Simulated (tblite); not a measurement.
**Geometry relaxation of C$_{4}$H$_{6}$BSi (charge −1)**

System: C$_{4}$H$_{6}$BSi, charge −1.
Method: GFN2-xTB geometry optimisation, gas phase (tblite 0.8.0).

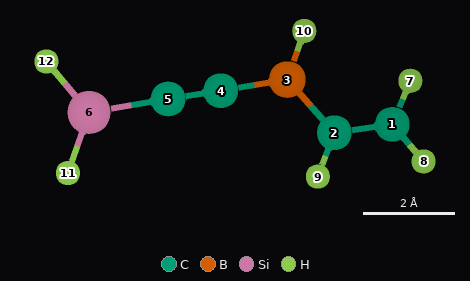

**Figure 1.** The structure as given in the input (ball-and-stick view, seen at a tilt; atoms are numbered from 1 in the order of the input). Bond lengths as drawn: B–C 1.53 to 1.58 Å, B–H 1.19 Å, C–C 1.20 to 1.32 Å, C–H 1.08 to 1.09 Å, C–Si 1.81 Å and H–Si 1.47 Å.

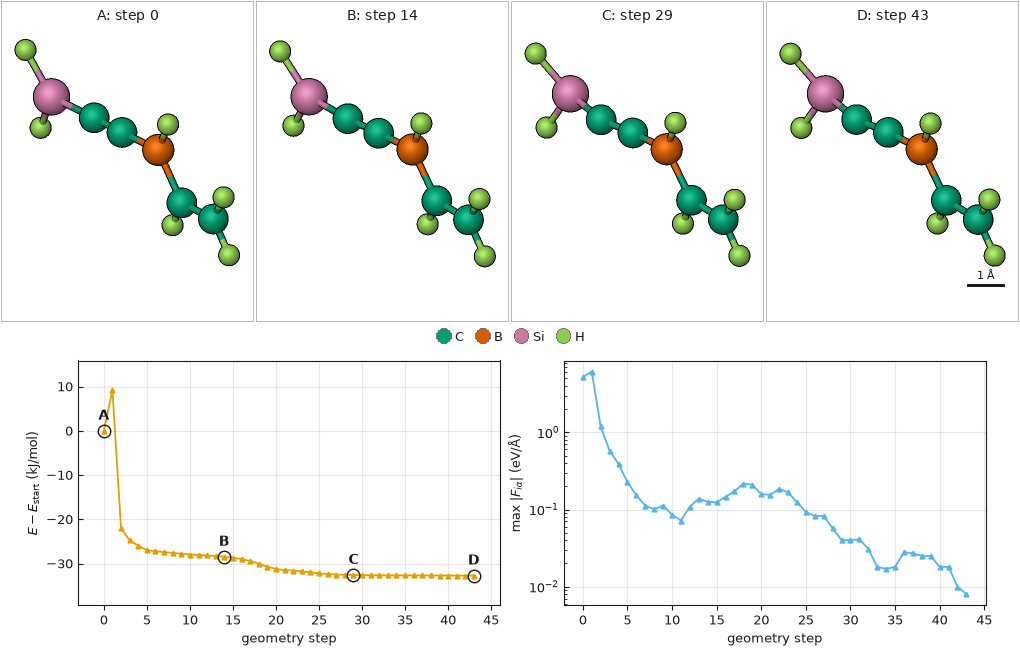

**Figure 2.** Frames of the relaxation (ball-and-stick view, seen at a tilt) above the curves, on which the letters mark them (steps are counted from 0).

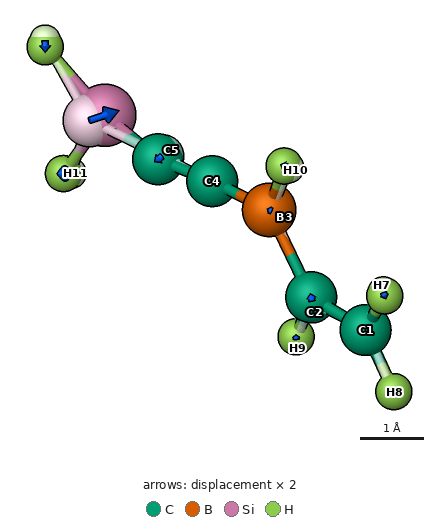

**Figure 3.** Start (faint) and end (solid) with the displacements as blue arrows, magnified 2 times (ball-and-stick view, seen at a tilt). The two geometries are laid on each other by the best rigid fit. The atom that moves furthest after the best rigid fit is Si6 (0.28 Å). By element the largest moves are Si 0.28 Å, H 0.18 Å, C 0.09 Å, B 0.05 Å. Among the contacts that change: B3–C4 1.528 → 1.464 Å, C4–C5 1.200 → 1.244 Å, C5–Si6 1.814 → 1.774 Å, C2–B3 1.583 → 1.549 Å. Among the angles that change: C4–C5–Si6 178.8° → 164.3°, H11–Si6–H12 120.0° → 107.3°, C1–C2–B3 121.2° → 126.2°. The energy falls by 32.7 kJ/mol in 43 geometry steps. Largest force component: 5.2 eV/Å at the start, 0.008 eV/Å at the end. (Atoms are counted from 1 in the order of the input.)

The input that produced these results follows, with the program's output.

**Input**
```
{"job": {"kind": "relax", "xc": "GFN2-xTB", "basis": "xTB"}, "charge": -1, "multiplicity": 1}
C     -3.019700    -0.616800    -0.151400
C     -1.734700    -0.441500    -0.419000
B     -0.727900     0.063800     0.693300
C      0.748700     0.256500     0.349300
C      1.915900     0.389500     0.103300
Si     3.670700     0.604700    -0.302300
H     -3.441500    -0.397300     0.827500
H     -3.687000    -0.966100    -0.926100
H     -1.343900    -0.672000    -1.400100
H     -1.128700     0.316400     1.782600
H      4.172500     0.250200    -1.638300
H      4.576900     1.211900     0.687600
```

The first line tells a small driver script what to run in tblite; the rest is the geometry in Å.

Launched with:
```bash
OMP_NUM_THREADS=1 python <driver script> task.json out
```

**Output**
```
step      E/eV     max force
  0    -397.51533    5.388
  1    -397.42018    6.307
  2    -397.74393    1.214
  3    -397.77188    0.612
  4    -397.78431    0.413
  5    -397.79504    0.236
  6    -397.79720    0.157
  7    -397.79949    0.129
  8    -397.80113    0.124
  9    -397.80350    0.129
 10    -397.80513    0.109
 11    -397.80625    0.092
 12    -397.80723    0.131
 13    -397.80859    0.159
 14    -397.81042    0.157
 15    -397.81277    0.147
 16    -397.81584    0.159
 17    -397.82027    0.232
 18    -397.82646    0.287
 19    -397.83353    0.268
 20    -397.83886    0.166
 21    -397.84153    0.161
 22    -397.84281    0.203
 23    -397.84450    0.188
 24    -397.84650    0.132
 25    -397.84941    0.108
 26    -397.85066    0.110
 27    -397.85205    0.100
 28    -397.85276    0.061
 29    -397.85305    0.047
 30    -397.85324    0.041
 31    -397.85350    0.045
 32    -397.85373    0.039
 33    -397.85386    0.023
 34    -397.85391    0.020
 35    -397.85396    0.019
 36    -397.85403    0.032
 37    -397.85412    0.036
 38    -397.85420    0.029
 39    -397.85426    0.027
 40    -397.85430    0.018
 41    -397.85434    0.018
 42    -397.85437    0.013
 43    -397.85438    0.009
```

**Trajectory as extended XYZ (Å, eV, eV/Å), 18 of the 44 frames kept, from step=0 to step=43**
```
12
Properties=species:S:1:pos:R:3:forces:R:3 step=0 energy=-397.51533
C    -3.0197   -0.6168   -0.1514   -0.8890  -0.1510  -0.1440
C    -1.7347   -0.4415   -0.4190    1.7940   0.6040   1.3640
B    -0.7279    0.0638    0.6933    1.3750   0.0320  -1.1270
C     0.7487    0.2565    0.3493   -5.2090  -0.6980   1.1880
C     1.9159    0.3895    0.1033    4.9610   0.6530  -1.1300
Si    3.6707    0.6047   -0.3023   -1.3600  -0.1920   0.3650
H    -3.4415   -0.3973    0.8275    0.0250  -0.1030  -0.3220
H    -3.6870   -0.9661   -0.9261   -0.5020  -0.0930   0.0500
H    -1.3439   -0.6720   -1.4001   -0.1240  -0.0660  -0.2690
H    -1.1287    0.3164    1.7826    0.0020   0.0240   0.0390
H     4.1725    0.2502   -1.6383    0.0250   0.1620   0.3410
H     4.5769    1.2119    0.6876   -0.0990  -0.1710  -0.3550
12
Properties=species:S:1:pos:R:3:forces:R:3 step=3 energy=-397.77188
C    -3.0207   -0.6168   -0.1579    0.1600   0.0360  -0.1040
C    -1.7082   -0.4331   -0.3906    0.1550  -0.0140   0.1500
B    -0.7019    0.0668    0.6762    0.3230   0.1010  -0.0170
C     0.7245    0.2504    0.3560   -0.5790  -0.1400   0.1400
C     1.9333    0.3942    0.0976    0.4830   0.1210  -0.1460
Si    3.6443    0.6010   -0.2951   -0.3530  -0.0600   0.0940
H    -3.4430   -0.4008    0.8179   -0.0550  -0.0740  -0.1860
H    -3.7026   -0.9691   -0.9250   -0.1610  -0.0120   0.0770
H    -1.3493   -0.6718   -1.4002   -0.0960   0.0490   0.1560
H    -1.1261    0.3165    1.7791    0.1540  -0.0010  -0.1750
H     4.1753    0.2561   -1.6265    0.0290   0.1400   0.2990
H     4.5756    1.2059    0.6750   -0.0590  -0.1450  -0.2880
12
Properties=species:S:1:pos:R:3:forces:R:3 step=5 energy=-397.79504
C    -3.0133   -0.6149   -0.1643    0.1020   0.0140  -0.0230
C    -1.6964   -0.4338   -0.3807   -0.1920  -0.0470   0.0160
B    -0.6872    0.0724    0.6760   -0.2280  -0.0330   0.0530
C     0.7207    0.2451    0.3578    0.0310  -0.0310  -0.0020
C     1.9304    0.3982    0.0954   -0.0860   0.0380  -0.0070
Si    3.6263    0.5977   -0.2901    0.1310  -0.0130  -0.0220
H    -3.4465   -0.4059    0.8051   -0.0530  -0.0240  -0.0300
H    -3.7127   -0.9696   -0.9196    0.0440   0.0220   0.0350
H    -1.3551   -0.6687   -1.3904    0.0770   0.0040  -0.0200
H    -1.1159    0.3168    1.7684    0.1110   0.0530   0.0110
H     4.1781    0.2656   -1.6069    0.0460   0.0820   0.1220
H     4.5727    1.1962    0.6557    0.0150  -0.0650  -0.1310
12
Properties=species:S:1:pos:R:3:forces:R:3 step=8 energy=-397.80113
C    -3.0132   -0.6147   -0.1661   -0.0780  -0.0200   0.0140
C    -1.6999   -0.4369   -0.3795    0.0190   0.0040  -0.0220
B    -0.6957    0.0713    0.6777    0.0670  -0.0120  -0.0220
C     0.7173    0.2401    0.3587   -0.0550  -0.0240  -0.0100
C     1.9251    0.4034    0.0932   -0.0270   0.0310  -0.0150
Si    3.6258    0.5940   -0.2885   -0.0980  -0.0600   0.0470
H    -3.4522   -0.4093    0.7995   -0.0440   0.0030   0.0490
H    -3.7122   -0.9684   -0.9168   -0.0230  -0.0220  -0.0800
H    -1.3500   -0.6673   -1.3881    0.0410  -0.0070  -0.0010
H    -1.1043    0.3227    1.7696    0.0160   0.0570   0.0940
H     4.1848    0.2753   -1.5938    0.0820   0.0290  -0.0700
H     4.5758    1.1891    0.6405    0.1010   0.0220   0.0150
12
Properties=species:S:1:pos:R:3:forces:R:3 step=10 energy=-397.80513
C    -3.0190   -0.6164   -0.1666    0.0120  -0.0180  -0.0310
C    -1.7041   -0.4396   -0.3801    0.0020   0.0260   0.0610
B    -0.7015    0.0686    0.6788    0.0780   0.0210   0.0560
C     0.7109    0.2335    0.3581   -0.0460  -0.0060  -0.0280
C     1.9161    0.4110    0.0901    0.0260   0.0270  -0.0210
Si    3.6203    0.5853   -0.2836   -0.0220  -0.0740   0.0330
H    -3.4615   -0.4121    0.7987   -0.0120  -0.0010   0.0100
H    -3.7131   -0.9690   -0.9212   -0.0600  -0.0310  -0.0860
H    -1.3411   -0.6669   -1.3865   -0.0420  -0.0110   0.0430
H    -1.0917    0.3335    1.7789   -0.0170   0.0120  -0.0010
H     4.1982    0.2872   -1.5877    0.0290   0.0210  -0.0810
H     4.5877    1.1843    0.6275    0.0530   0.0350   0.0440
12
Properties=species:S:1:pos:R:3:forces:R:3 step=13 energy=-397.80859
C    -3.0248   -0.6203   -0.1707   -0.0170  -0.0030  -0.0050
C    -1.7078   -0.4388   -0.3729   -0.0350  -0.0110   0.0300
B    -0.7012    0.0686    0.6868   -0.0600   0.0010  -0.0050
C     0.7060    0.2288    0.3530    0.0940   0.0270  -0.0150
C     1.9103    0.4206    0.0851    0.0150   0.0290  -0.0240
Si    3.6199    0.5678   -0.2767    0.1380  -0.0780  -0.0050
H    -3.4699   -0.4153    0.7964   -0.0150  -0.0270  -0.0800
H    -3.7184   -0.9721   -0.9334    0.0550   0.0220   0.0390
H    -1.3401   -0.6679   -1.3782   -0.0350   0.0030   0.0600
H    -1.0848    0.3433    1.7866   -0.0200  -0.0030  -0.0030
H     4.2106    0.3002   -1.5920   -0.0530   0.0470   0.0290
H     4.6014    1.1846    0.6223   -0.0680  -0.0060  -0.0230
12
Properties=species:S:1:pos:R:3:forces:R:3 step=15 energy=-397.81277
C    -3.0326   -0.6259   -0.1772   -0.0310   0.0260   0.0630
C    -1.7144   -0.4377   -0.3585   -0.0070  -0.0440  -0.0490
B    -0.7013    0.0700    0.6973   -0.0130   0.0000  -0.1120
C     0.7063    0.2257    0.3449    0.1150   0.0450   0.0420
C     1.9085    0.4363    0.0752    0.0180   0.0320  -0.0310
Si    3.6311    0.5352   -0.2670    0.0670  -0.1190   0.0140
H    -3.4823   -0.4221    0.7857   -0.0980  -0.0200  -0.0150
H    -3.7219   -0.9751   -0.9473    0.1220   0.0340   0.0740
H    -1.3448   -0.6691   -1.3599    0.0450   0.0020  -0.0220
H    -1.0797    0.3547    1.7948   -0.0040  -0.0060   0.0200
H     4.2203    0.3214   -1.5974   -0.0900   0.0580   0.0600
H     4.6120    1.1858    0.6158   -0.1240  -0.0090  -0.0430
12
Properties=species:S:1:pos:R:3:forces:R:3 step=18 energy=-397.82646
C    -3.0454   -0.6309   -0.1803    0.0690   0.0450   0.1080
C    -1.7254   -0.4410   -0.3337    0.1230   0.0210  -0.0780
B    -0.6952    0.0770    0.7023    0.1640   0.0450  -0.0200
C     0.7235    0.2292    0.3374   -0.1300   0.0250   0.0910
C     1.9148    0.4725    0.0491    0.0180  -0.0110  -0.0050
Si    3.6619    0.4454   -0.2441   -0.2170  -0.1700   0.0790
H    -3.5247   -0.4384    0.7633   -0.1430   0.0490   0.2100
H    -3.7107   -0.9766   -0.9639    0.0250  -0.0430  -0.0800
H    -1.3509   -0.6720   -1.3279    0.1140  -0.0390  -0.1940
H    -1.0716    0.3719    1.8053    0.0790  -0.0280  -0.0840
H     4.2186    0.3733   -1.5994   -0.0520   0.0360  -0.0710
H     4.6063    1.1889    0.5983   -0.0520   0.0700   0.0440
12
Properties=species:S:1:pos:R:3:forces:R:3 step=20 energy=-397.83886
C    -3.0430   -0.6265   -0.1695    0.0950  -0.0030  -0.0070
C    -1.7207   -0.4429   -0.3326    0.0700   0.0760  -0.0160
B    -0.6839    0.0839    0.6949    0.0290   0.0160   0.0920
C     0.7362    0.2392    0.3440   -0.1580  -0.0120   0.0060
C     1.9209    0.4840    0.0386   -0.0570  -0.0270   0.0340
Si    3.6701    0.3941   -0.2318   -0.1110  -0.1070   0.0610
H    -3.5526   -0.4419    0.7660    0.0840   0.0550   0.0740
H    -3.6935   -0.9765   -0.9653   -0.0140  -0.0410  -0.0460
H    -1.3468   -0.6756   -1.3311    0.0060  -0.0270  -0.0710
H    -1.0678    0.3705    1.7984    0.0900  -0.0100  -0.0820
H     4.1995    0.3955   -1.6007   -0.0200   0.0190  -0.0950
H     4.5828    1.1956    0.5954   -0.0140   0.0620   0.0510
12
Properties=species:S:1:pos:R:3:forces:R:3 step=23 energy=-397.84450
C    -3.0332   -0.6244   -0.1657   -0.0080  -0.0110  -0.0390
C    -1.7121   -0.4370   -0.3406   -0.0310   0.0020  -0.0300
B    -0.6826    0.0849    0.6954   -0.0980  -0.0290  -0.0460
C     0.7298    0.2422    0.3475    0.0450  -0.0240  -0.0350
C     1.9159    0.4778    0.0439   -0.0350   0.0140   0.0120
Si    3.6625    0.3865   -0.2284    0.0620  -0.0410  -0.0030
H    -3.5418   -0.4347    0.7752    0.1680   0.0200  -0.0810
H    -3.6877   -0.9784   -0.9623    0.0360   0.0020   0.0690
H    -1.3446   -0.6779   -1.3434   -0.0110   0.0230   0.0480
H    -1.0636    0.3651    1.7898   -0.0010   0.0320   0.0940
H     4.1880    0.3925   -1.6084   -0.0550   0.0250   0.0470
H     4.5707    1.2027    0.6035   -0.0740  -0.0120  -0.0350
12
Properties=species:S:1:pos:R:3:forces:R:3 step=25 energy=-397.84941
C    -3.0232   -0.6235   -0.1675   -0.0460   0.0050  -0.0150
C    -1.7070   -0.4311   -0.3485    0.0060  -0.0350  -0.0250
B    -0.6879    0.0846    0.6927    0.0650   0.0330  -0.0110
C     0.7259    0.2421    0.3472    0.0060  -0.0440  -0.0190
C     1.9122    0.4747    0.0484    0.0510   0.0190  -0.0150
Si    3.6603    0.3721   -0.2245    0.0000  -0.0300   0.0090
H    -3.5158   -0.4266    0.7743    0.0420   0.0330   0.0530
H    -3.6803   -0.9807   -0.9537   -0.0590  -0.0440  -0.0370
H    -1.3452   -0.6776   -1.3481    0.0650   0.0230  -0.0390
H    -1.0597    0.3633    1.7897   -0.0490   0.0250   0.0930
H     4.1710    0.3944   -1.6097   -0.0360   0.0280   0.0460
H     4.5510    1.2077    0.6062   -0.0450  -0.0130  -0.0400
12
Properties=species:S:1:pos:R:3:forces:R:3 step=28 energy=-397.85276
C    -3.0180   -0.6222   -0.1703    0.0070   0.0040  -0.0130
C    -1.7024   -0.4296   -0.3552    0.0060  -0.0100   0.0110
B    -0.6869    0.0891    0.6918    0.0070   0.0200   0.0350
C     0.7270    0.2387    0.3448    0.0110  -0.0140   0.0040
C     1.9115    0.4775    0.0481    0.0060  -0.0180  -0.0060
Si    3.6598    0.3425   -0.2166    0.0000   0.0000  -0.0010
H    -3.4962   -0.4180    0.7774   -0.0080   0.0100   0.0200
H    -3.6777   -0.9877   -0.9512   -0.0570  -0.0220  -0.0010
H    -1.3373   -0.6756   -1.3544    0.0530   0.0210  -0.0100
H    -1.0568    0.3662    1.7964   -0.0300  -0.0040  -0.0340
H     4.1512    0.4074   -1.6054   -0.0050   0.0080  -0.0110
H     4.5270    1.2110    0.6010    0.0110   0.0050   0.0050
12
Properties=species:S:1:pos:R:3:forces:R:3 step=30 energy=-397.85324
C    -3.0182   -0.6219   -0.1716    0.0050   0.0000  -0.0010
C    -1.7017   -0.4303   -0.3556    0.0010   0.0020  -0.0030
B    -0.6863    0.0903    0.6932   -0.0230  -0.0110  -0.0130
C     0.7276    0.2370    0.3446   -0.0010  -0.0060   0.0220
C     1.9123    0.4758    0.0483   -0.0170  -0.0150  -0.0030
Si    3.6598    0.3441   -0.2172    0.0140  -0.0100   0.0020
H    -3.4933   -0.4163    0.7791    0.0000  -0.0040  -0.0260
H    -3.6820   -0.9895   -0.9508   -0.0080   0.0040   0.0400
H    -1.3336   -0.6737   -1.3556    0.0300   0.0190   0.0210
H    -1.0601    0.3659    1.7961   -0.0190   0.0030  -0.0250
H     4.1499    0.4068   -1.6055    0.0020   0.0100  -0.0210
H     4.5266    1.2112    0.6015    0.0150   0.0090   0.0060
12
Properties=species:S:1:pos:R:3:forces:R:3 step=33 energy=-397.85386
C    -3.0163   -0.6214   -0.1730    0.0000  -0.0060   0.0060
C    -1.6999   -0.4304   -0.3581    0.0000   0.0150  -0.0100
B    -0.6879    0.0905    0.6925    0.0020  -0.0130  -0.0110
C     0.7278    0.2341    0.3483    0.0000  -0.0040   0.0150
C     1.9119    0.4707    0.0486    0.0010  -0.0120   0.0020
Si    3.6607    0.3433   -0.2172   -0.0030  -0.0030   0.0000
H    -3.4878   -0.4138    0.7788    0.0030  -0.0020  -0.0060
H    -3.6876   -0.9917   -0.9441    0.0180   0.0060   0.0040
H    -1.3241   -0.6689   -1.3560   -0.0090  -0.0060   0.0040
H    -1.0671    0.3657    1.7920   -0.0170   0.0140   0.0080
H     4.1461    0.4079   -1.6084    0.0010   0.0130   0.0020
H     4.5255    1.2132    0.6029    0.0040  -0.0020  -0.0110
12
Properties=species:S:1:pos:R:3:forces:R:3 step=35 energy=-397.85396
C    -3.0154   -0.6215   -0.1727    0.0040  -0.0010   0.0010
C    -1.6995   -0.4294   -0.3592    0.0020   0.0070   0.0020
B    -0.6883    0.0900    0.6919    0.0040   0.0050   0.0180
C     0.7278    0.2335    0.3498    0.0050  -0.0060   0.0060
C     1.9116    0.4696    0.0486    0.0040  -0.0120   0.0040
Si    3.6605    0.3409   -0.2167   -0.0010   0.0030  -0.0050
H    -3.4868   -0.4134    0.7784    0.0000   0.0020   0.0100
H    -3.6866   -0.9918   -0.9428    0.0040  -0.0040  -0.0160
H    -1.3231   -0.6687   -1.3561   -0.0100  -0.0070  -0.0110
H    -1.0683    0.3666    1.7917   -0.0150   0.0080  -0.0050
H     4.1448    0.4098   -1.6085   -0.0010   0.0100   0.0040
H     4.5245    1.2135    0.6020    0.0030  -0.0050  -0.0100
12
Properties=species:S:1:pos:R:3:forces:R:3 step=38 energy=-397.85420
C    -3.0137   -0.6223   -0.1724    0.0010   0.0130  -0.0070
C    -1.6987   -0.4262   -0.3606    0.0060  -0.0250   0.0140
B    -0.6885    0.0895    0.6937   -0.0100   0.0230   0.0130
C     0.7288    0.2302    0.3552    0.0020  -0.0090   0.0030
C     1.9119    0.4639    0.0495   -0.0030  -0.0050   0.0110
Si    3.6609    0.3389   -0.2173    0.0050   0.0030  -0.0070
H    -3.4849   -0.4129    0.7787    0.0010  -0.0020   0.0050
H    -3.6847   -0.9924   -0.9428    0.0010  -0.0050  -0.0110
H    -1.3229   -0.6689   -1.3570   -0.0060   0.0050  -0.0070
H    -1.0763    0.3710    1.7900    0.0030   0.0020  -0.0100
H     4.1436    0.4155   -1.6089   -0.0030   0.0030  -0.0070
H     4.5256    1.2130    0.5983    0.0020  -0.0020   0.0030
12
Properties=species:S:1:pos:R:3:forces:R:3 step=40 energy=-397.85430
C    -3.0133   -0.6218   -0.1727   -0.0040   0.0070  -0.0020
C    -1.6980   -0.4266   -0.3604    0.0020  -0.0180   0.0030
B    -0.6889    0.0906    0.6950   -0.0040   0.0060  -0.0160
C     0.7294    0.2280    0.3579   -0.0030  -0.0050   0.0060
C     1.9124    0.4607    0.0507   -0.0010  -0.0020   0.0110
Si    3.6614    0.3397   -0.2185   -0.0030  -0.0010  -0.0010
H    -3.4840   -0.4128    0.7792    0.0010  -0.0050  -0.0080
H    -3.6844   -0.9930   -0.9434    0.0100   0.0030   0.0030
H    -1.3231   -0.6685   -1.3577   -0.0020   0.0050   0.0060
H    -1.0805    0.3730    1.7888    0.0070   0.0070   0.0060
H     4.1433    0.4175   -1.6099   -0.0040   0.0020  -0.0110
H     4.5270    1.2126    0.5973    0.0000  -0.0010   0.0040
12
Properties=species:S:1:pos:R:3:forces:R:3 step=43 energy=-397.85438
C    -3.0129   -0.6209   -0.1731    0.0000  -0.0050  -0.0010
C    -1.6972   -0.4281   -0.3601   -0.0010   0.0080  -0.0020
B    -0.6897    0.0920    0.6947    0.0040  -0.0060   0.0010
C     0.7295    0.2261    0.3602    0.0010  -0.0010  -0.0010
C     1.9124    0.4585    0.0529    0.0040  -0.0010   0.0070
Si    3.6613    0.3388   -0.2191   -0.0020   0.0030  -0.0030
H    -3.4832   -0.4131    0.7789   -0.0040  -0.0020  -0.0030
H    -3.6826   -0.9932   -0.9438   -0.0020   0.0020  -0.0030
H    -1.3233   -0.6681   -1.3580    0.0060  -0.0030   0.0040
H    -1.0818    0.3753    1.7884    0.0050   0.0080   0.0010
H     4.1419    0.4197   -1.6114   -0.0080   0.0000  -0.0030
H     4.5270    1.2123    0.5967   -0.0030  -0.0030   0.0010
```

**Key numbers**

| quantity | value |
| --- | --- |
| outcome | converged |
| total energy | −397.8544 eV |
| hardware | 1 CPU thread, shared host |
| peak memory | 0.18 GiB |
